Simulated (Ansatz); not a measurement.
**SiH6O: molecular dynamics (part 3 of 3)**

SiH6O; RKS PBE/def2-mTZVP (Ansatz 0.2.0). It belongs to a series of runs on one base structure; here: dynamics from the highest image of the converged band.

Geometry of the input (Å):
```
Si 0.0966  -0.0496  0.0215
O  0.1211  -0.3048  1.9155
H  -0.7597  -0.3360  2.3478
H  1.3729  0.4315  -0.5882
H  -0.7031  1.2198  0.2482
H  -0.7858  -0.8207  -0.9138
H  0.8633  -1.6127  0.4404
H  0.5250  -1.2969  1.4964
```

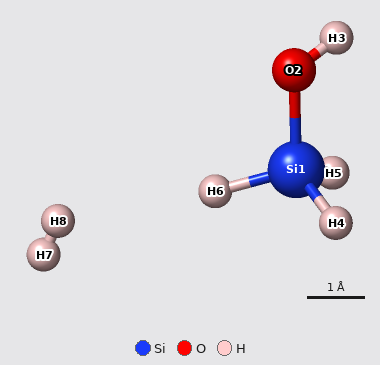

Fig. 1: The geometry at step 108 of the log (ball-and-stick view, seen at a tilt; atoms are numbered from 1 in the order of the input).

Trajectory as extended XYZ, continued
```
8
Properties=species:S:1:pos:R:3:forces:R:3 step=17 time_fs=8.5 energy=-10014.37053 temperature=178.9
Si    0.0842   -0.0368    0.0348    0.1953  -0.5252  -0.1918
O     0.1377   -0.3093    1.9011   -0.2106   0.4034  -0.3194
H    -0.7463   -0.2261    2.3162   -0.1151   0.0361   0.1440
H     1.3605    0.3979   -0.5911    0.1963   0.1246   0.3074
H    -0.7653    1.2080    0.2154   -0.0212  -0.1919  -0.0846
H    -0.5248   -0.9304   -1.0284   -0.3885   0.3752   0.3643
H     0.8079   -1.7634    0.4819   -0.0831   0.1537   0.5678
H     0.4651   -1.3846    1.4942    0.4269  -0.3759  -0.7877
8
Properties=species:S:1:pos:R:3:forces:R:3 step=25 time_fs=12.5 energy=-10014.67950 temperature=574.8
Si    0.0818   -0.0350    0.0400   -0.6653   0.7617   1.1156
O     0.1417   -0.3078    1.8907   -1.1490   1.6387  -0.4006
H    -0.7385   -0.1672    2.3164    0.3135   0.2134  -0.1260
H     1.3797    0.4017   -0.5240    0.2769  -0.0008   0.2880
H    -0.8228    1.1988    0.1895    0.2477  -0.3780  -0.3007
H    -0.5002   -0.9258   -1.0356   -0.1856   0.0318   0.5284
H     0.7631   -1.7985    0.6223    0.6620  -1.1526  -0.9509
H     0.5186   -1.4814    1.3395    0.4998  -1.1141  -0.1537
8
Properties=species:S:1:pos:R:3:forces:R:3 step=33 time_fs=16.5 energy=-10015.38918 temperature=1486.5
Si    0.0765   -0.0295    0.0513   -0.1265   1.1497   2.1371
O     0.1369   -0.2930    1.8749   -0.0365   0.5820  -1.7474
H    -0.7037   -0.0760    2.3058   -0.3467   0.2882   0.0412
H     1.4346    0.4043   -0.4137   -0.1061  -0.1915   0.2002
H    -0.8497    1.1421    0.1208   -0.0082   0.2034  -0.2726
H    -0.5068   -0.9193   -0.9712   -0.1547  -0.5097   0.0878
H     0.8310   -2.0235    0.5672    0.3644  -0.6655  -0.2611
H     0.6179   -1.6899    1.2375    0.4143  -0.8566  -0.1851
8
Properties=species:S:1:pos:R:3:forces:R:3 step=42 time_fs=21.0 energy=-10016.06346 temperature=2355.8
Si    0.0694   -0.0162    0.0775   -0.0702   0.6246   1.9331
O     0.1285   -0.2686    1.8391   -0.5575   0.1221  -1.4246
H    -0.6877    0.0660    2.2822    0.4401  -0.1938  -0.3732
H     1.4795    0.3739   -0.2584   -0.2240  -0.2040  -0.1619
H    -0.8811    1.1154   -0.0064   -0.0594   0.4681  -0.1964
H    -0.5355   -0.9957   -0.8739    0.1928  -0.3255   0.1752
H     0.9853   -2.4081    0.4328   -0.0489   0.0834   0.6254
H     0.7941   -2.0720    1.1088    0.3270  -0.5749  -0.5776
8
Properties=species:S:1:pos:R:3:forces:R:3 step=50 time_fs=25.0 energy=-10016.31583 temperature=2681.2
Si    0.0625   -0.0005    0.1113   -0.7238   0.3113   0.2626
O     0.1170   -0.2459    1.7924   -0.0139  -0.2229  -0.6518
H    -0.6362    0.1756    2.2232   -0.3656   0.0447   0.3647
H     1.4881    0.3162   -0.1446    0.0679  -0.0328  -0.5234
H    -0.9109    1.1555   -0.1480    0.4950  -0.1850   0.0566
H    -0.5339   -1.1133   -0.7591    0.4307   0.2563   0.4082
H     1.1401   -2.7887    0.3104   -0.1318   0.2997   0.8267
H     0.9821   -2.4605    1.0000    0.2415  -0.4713  -0.7435
8
Properties=species:S:1:pos:R:3:forces:R:3 step=58 time_fs=29.0 energy=-10016.30061 temperature=2660.9
Si    0.0523    0.0169    0.1463   -0.0729   0.1827  -2.2633
O     0.1033   -0.2243    1.7417   -0.9853   0.3295   2.3594
H    -0.6082    0.2757    2.2005    0.3717  -0.4694   0.1606
H     1.5019    0.2526   -0.1075   -0.0023   0.0941  -0.6212
H    -0.8730    1.1747   -0.2818    0.4812  -0.3279   0.2761
H    -0.4729   -1.2001   -0.5900    0.1652   0.2531   0.0478
H     1.3070   -3.1812    0.2008   -0.0804   0.2161   0.5533
H     1.1761   -2.8664    0.8900    0.1228  -0.2783  -0.5127
8
Properties=species:S:1:pos:R:3:forces:R:3 step=67 time_fs=33.5 energy=-10016.03035 temperature=2317.5
Si    0.0411    0.0375    0.1705    1.4783  -0.3768  -4.2476
O     0.0789   -0.1975    1.7116   -0.3135  -0.0899   4.2740
H    -0.5415    0.3267    2.2242   -0.2703   0.1107   0.7196
H     1.5105    0.1983   -0.1728   -0.3256   0.1835  -0.3360
H    -0.7574    1.1516   -0.3879   -0.2811   0.3262   0.1095
H    -0.3802   -1.2612   -0.3984   -0.2977  -0.1402  -0.5307
H     1.4977   -3.6392    0.0482   -0.2348   0.7816   1.8638
H     1.3993   -3.3182    0.8029    0.2447  -0.7951  -1.8525
8
Properties=species:S:1:pos:R:3:forces:R:3 step=75 time_fs=37.5 energy=-10016.12738 temperature=2436.4
Si    0.0388    0.0536    0.1687    1.2812  -1.0951  -3.4886
O     0.0522   -0.1731    1.7270   -0.5908   0.4917   4.0000
H    -0.4949    0.3650    2.3319    0.2824  -0.2179  -0.1185
H     1.4736    0.1788   -0.2868   -0.1255   0.2220  -0.0028
H    -0.6885    1.1710   -0.4609   -0.5075   0.3166   0.1104
H    -0.3383   -1.3247   -0.3035   -0.3390   0.2804  -0.5024
H     1.6643   -4.0187   -0.0105    0.1135  -0.4864  -1.1910
H     1.6025   -3.7501    0.6508   -0.1144   0.4887   1.1929
8
Properties=species:S:1:pos:R:3:forces:R:3 step=83 time_fs=41.5 energy=-10016.16701 temperature=2493.7
Si    0.0429    0.0641    0.1485    0.0867  -0.8493  -1.0794
O     0.0211   -0.1452    1.7781    0.1931   0.0014   0.6734
H    -0.4255    0.3890    2.4413   -0.1527   0.4240   0.0259
H     1.4206    0.1925   -0.4031    0.2877   0.1918   0.2018
H    -0.6896    1.2290   -0.5114   -0.1641  -0.3836   0.4730
H    -0.3469   -1.3469   -0.2836   -0.2480   0.6110  -0.2947
H     1.8360   -4.4385   -0.1737   -0.0911   0.7730   2.0243
H     1.8007   -4.1416    0.6035    0.0884  -0.7683  -2.0244
8
Properties=species:S:1:pos:R:3:forces:R:3 step=92 time_fs=46.0 energy=-10016.11955 temperature=2432.0
Si    0.0486    0.0710    0.1192   -0.2100   0.0569   1.3514
O    -0.0126   -0.1130    1.8443    0.1976   0.0689  -1.1199
H    -0.3576    0.4759    2.5456    0.1519   0.1589  -0.8061
H     1.4059    0.2407   -0.4957    0.1803   0.0490   0.4081
H    -0.7241    1.2339   -0.4884   -0.0895  -0.3488   0.3810
H    -0.4029   -1.2761   -0.3166   -0.2288   0.0125  -0.2143
H     2.0278   -4.8607   -0.2199    0.0166  -1.1643  -3.2093
H     2.0246   -4.6312    0.4129   -0.0180   1.1669   3.2092
8
Properties=species:S:1:pos:R:3:forces:R:3 step=100 time_fs=50.0 energy=-10016.00556 temperature=2288.2
Si    0.0526    0.0768    0.1002    0.0199   0.1357   2.5539
O    -0.0400   -0.0848    1.8918    0.4247  -0.4508  -2.3706
H    -0.2867    0.5965    2.5374    0.0334   0.4339  -0.5413
H     1.4213    0.2923   -0.5145   -0.1147  -0.0994   0.4624
H    -0.7732    1.1887   -0.4086   -0.2966   0.3180  -0.0094
H    -0.4883   -1.2039   -0.3805   -0.0659  -0.3391  -0.0948
H     2.1955   -5.2907   -0.4163    0.0965   0.8754   2.5546
H     2.2261   -5.0113    0.3988   -0.0974  -0.8738  -2.5547
8
Properties=species:S:1:pos:R:3:forces:R:3 step=108 time_fs=54.0 energy=-10016.03027 temperature=2318.4
Si    0.0562    0.0832    0.0946   -0.9367  -0.1207   2.6187
O    -0.0637   -0.0598    1.9178    0.3280   0.1688  -2.3017
H    -0.2044    0.7675    2.4346    0.1410  -0.2803  -0.6846
H     1.4250    0.3305   -0.4665   -0.0053  -0.1114   0.2187
H    -0.8593    1.1810   -0.3252    0.0676   0.2451  -0.0724
H    -0.5789   -1.1719   -0.4558    0.4056   0.0980   0.2213
H     2.3723   -5.6593   -0.4305   -0.2567  -1.1547  -3.5354
H     2.4183   -5.4526    0.2025    0.2564   1.1553   3.5354
8
Properties=species:S:1:pos:R:3:forces:R:3 step=117 time_fs=58.5 energy=-10015.96798 temperature=2240.2
Si    0.0538    0.0900    0.1053   -1.7518   0.0925   2.2776
O    -0.0861   -0.0295    1.9199    0.4528   0.5231  -2.5036
H    -0.0933    0.9114    2.2142   -0.0204  -0.4629   0.1095
H     1.4314    0.3551   -0.3750    0.1732  -0.0357  -0.0556
H    -0.9364    1.2092   -0.2435    0.6407  -0.1655  -0.0628
H    -0.6106   -1.1246   -0.5036    0.5058   0.0481   0.2350
H     2.5543   -6.1384   -0.6472    0.3202   0.8356   2.7297
H     2.6515   -5.8844    0.1824   -0.3204  -0.8352  -2.7297
8
Properties=species:S:1:pos:R:3:forces:R:3 step=125 time_fs=62.5 energy=-10015.96767 temperature=2243.5
Si    0.0423    0.0964    0.1281   -0.7221   0.1727   1.7168
O    -0.1017    0.0024    1.8968    0.4926   0.3558  -2.2269
H     0.0063    0.9684    2.0271   -0.1146  -0.0905   0.9213
H     1.4576    0.3693   -0.2979   -0.1489  -0.0517  -0.0566
H    -0.9139    1.2182   -0.1837    0.3629   0.1301  -0.2806
H    -0.5626   -1.0807   -0.5119    0.1302  -0.5165  -0.0739
H     2.7393   -6.5059   -0.6479   -0.6786  -1.2673  -4.3846
H     2.8354   -6.3266   -0.0274    0.6785   1.2674   4.3846
8
Properties=species:S:1:pos:R:3:forces:R:3 step=133 time_fs=66.5 energy=-10016.03005 temperature=2320.3
Si    0.0269    0.1035    0.1599    0.1663  -0.2525   0.2158
O    -0.1126    0.0381    1.8532    0.4137   0.5788  -0.7137
H     0.0869    0.9998    1.9726   -0.2013  -0.4290   1.0234
H     1.4644    0.3757   -0.2299   -0.2499  -0.0688  -0.0730
H    -0.8394    1.2482   -0.1676   -0.1392   0.4398  -0.5192
H    -0.4904   -1.1039   -0.5249    0.0105  -0.2685   0.0667
H     2.8923   -6.9337   -0.8570    0.5233   0.7406   2.7232
H     3.0514   -6.7085   -0.0289   -0.5234  -0.7406  -2.7232
8
Properties=species:S:1:pos:R:3:forces:R:3 step=142 time_fs=71.0 energy=-10016.13429 temperature=2451.4
Si    0.0100    0.1104    0.1957    0.1619   0.3214  -2.7066
O    -0.1208    0.0833    1.7980   -0.1210  -0.0839   2.2162
H     0.1468    0.9770    2.0907   -0.1322  -0.2219   0.5138
H     1.4360    0.3712   -0.1691    0.1499  -0.0404  -0.1928
H    -0.7691    1.3405   -0.2370    0.0159  -0.3588  -0.3101
H    -0.4068   -1.1683   -0.5201   -0.0745   0.3837   0.4795
H     3.1045   -7.3563   -0.8783   -0.7946  -0.8463  -3.3598
H     3.2544   -7.1967   -0.2445    0.7946   0.8463   3.3598
8
Properties=species:S:1:pos:R:3:forces:R:3 step=150 time_fs=75.0 energy=-10015.99790 temperature=2278.2
Si   -0.0037    0.1184    0.2130    0.8497   1.2919  -4.1655
O    -0.1289    0.1236    1.7704   -0.4532   0.0235   4.4308
H     0.1743    0.9112    2.2747   -0.2244  -0.5478  -0.3291
H     1.4282    0.3599   -0.1442    0.2209  -0.0520  -0.2028
H    -0.7089    1.3754   -0.3500   -0.0142  -0.7625  -0.0170
H    -0.3469   -1.1787   -0.4477   -0.3788   0.0470   0.2836
H     3.2542   -7.7769   -1.0713    0.6804   0.5929   2.5102
H     3.4736   -7.5857   -0.2620   -0.6804  -0.5929  -2.5102
8
Properties=species:S:1:pos:R:3:forces:R:3 step=158 time_fs=79.0 energy=-10016.11355 temperature=2423.5
Si   -0.0125    0.1330    0.2088    1.8117   1.1162  -2.6150
O    -0.1417    0.1628    1.7817   -1.0211  -0.8502   2.7590
H     0.1788    0.7868    2.4324    0.2575   0.4612   0.0351
H     1.4485    0.3400   -0.1486   -0.1090  -0.0982  -0.0854
H    -0.6557    1.3064   -0.4700   -0.4115  -0.2082  -0.0473
H    -0.3431   -1.1848   -0.3339   -0.5276  -0.4209  -0.0464
H     3.4494   -8.1548   -1.0880   -0.9420  -0.6536  -3.0087
H     3.6474   -8.0175   -0.4558    0.9420   0.6535   3.0087
8
Properties=species:S:1:pos:R:3:forces:R:3 step=167 time_fs=83.5 energy=-10016.21397 temperature=2554.0
Si   -0.0112    0.1555    0.1880    1.4380  -0.5444   0.0709
O    -0.1666    0.1996    1.8265   -0.6665  -0.2045   0.7985
H     0.2125    0.6953    2.5757    0.0817   0.0938  -0.8257
H     1.4545    0.3013   -0.1697   -0.1642  -0.0444  -0.0330
H    -0.6707    1.1963   -0.6157   -0.5467   0.3136  -0.0408
H    -0.4256   -1.2436   -0.2067   -0.1423   0.3860   0.0300
H     3.6208   -8.6183   -1.2744    0.6810   0.3863   1.9350
H     3.8911   -8.4649   -0.5062   -0.6810  -0.3863  -1.9350
8
Properties=species:S:1:pos:R:3:forces:R:3 step=175 time_fs=87.5 energy=-10016.21755 temperature=2552.6
Si   -0.0021    0.1733    0.1689   -0.2191  -0.8014   1.2946
O    -0.1964    0.2290    1.8742   -0.8199  -0.4195  -1.5014
H     0.2703    0.6464    2.6017    0.5490   0.5637  -0.2149
H     1.4381    0.2601   -0.1953    0.1710   0.0731  -0.0785
H    -0.7621    1.1350   -0.7428    0.1170  -0.0851   0.6022
H    -0.5254   -1.2465   -0.0928    0.2019   0.6692  -0.1019
H     3.8089   -9.0056   -1.3264   -0.3895  -0.1754  -0.9796
H     4.0720   -8.8872   -0.6648    0.3895   0.1754   0.9796
8
Properties=species:S:1:pos:R:3:forces:R:3 step=183 time_fs=91.5 energy=-10016.06932 temperature=2367.1
Si    0.0064    0.1871    0.1566   -0.8790  -0.3688   1.9023
O    -0.2324    0.2556    1.9104    0.4123   0.4116  -1.2421
H     0.3869    0.6634    2.5642   -0.2814  -0.0314  -0.9778
H     1.4424    0.2290   -0.2315    0.1256   0.1191  -0.0184
H    -0.8401    1.0687   -0.7856    0.4799   0.0409   0.7139
H    -0.5998   -1.1621    0.0037    0.1426  -0.1716  -0.3780
H     3.9639   -9.4122   -1.4738    0.7595   0.2878   1.7592
H     4.2859   -9.2902   -0.7279   -0.7595  -0.2878  -1.7592
8
Properties=species:S:1:pos:R:3:forces:R:3 step=192 time_fs=96.0 energy=-10016.06472 temperature=2357.5
Si    0.0107    0.1997    0.1553   -0.6735  -0.8547   2.3964
O    -0.2694    0.2892    1.9346    0.7527   0.4287  -2.2318
H     0.4915    0.6952    2.3856   -0.0160   0.1966   0.1549
H     1.4618    0.2151   -0.2716   -0.2675   0.1161   0.2050
H    -0.8534    1.0153   -0.7191    0.0579   0.7957  -0.0143
H    -0.6582   -1.1007    0.0439    0.1464  -0.6826  -0.5103
H     4.1647   -9.8549   -1.5650    0.3306   0.0950   0.6814
H     4.5002   -9.7584   -0.8735   -0.3306  -0.0950  -0.6814
8
Properties=species:S:1:pos:R:3:forces:R:3 step=200 time_fs=100.0 energy=-10016.07044 temperature=2364.9
Si    0.0099    0.2059    0.1676   -1.6411  -1.5831   1.8736
O    -0.2933    0.3242    1.9348    1.8415   0.7429  -2.1766
H     0.5566    0.7412    2.2296   -0.7028  -0.1156   0.5498
H     1.4453    0.2218   -0.2774   -0.0816   0.1122   0.2614
H    -0.8469    1.0817   -0.6493    0.0548   0.6803  -0.1273
H    -0.6814   -1.1381    0.0002    0.5292   0.1633  -0.3809
H     4.3395  -10.2536   -1.6656    0.3369   0.0800   0.6475
H     4.6944  -10.1693   -0.9834   -0.3369  -0.0800  -0.6475
```
